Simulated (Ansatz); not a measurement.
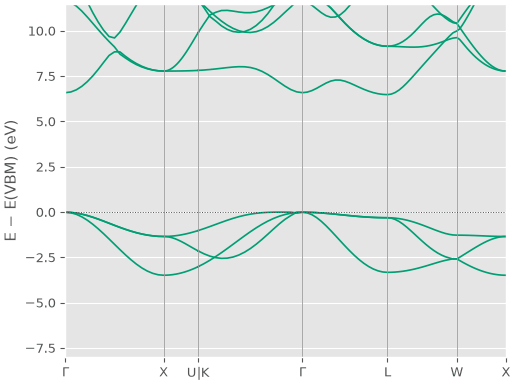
Band structure from LDA in the plane-wave PAW code Ansatz

Q: Read off the gap and where the band edges lie.

A: About 6.5 eV (6.48 eV by a search for the band edges); maximum on the K–Γ line, 78 % of the way from K, minimum at L.

The material is LiCl (rock salt, Fm-3m).

Symmetry was held in the LDA relaxation; phonons on a q-mesh show no instability.

Potentials: the later of the program's two PAW sets.
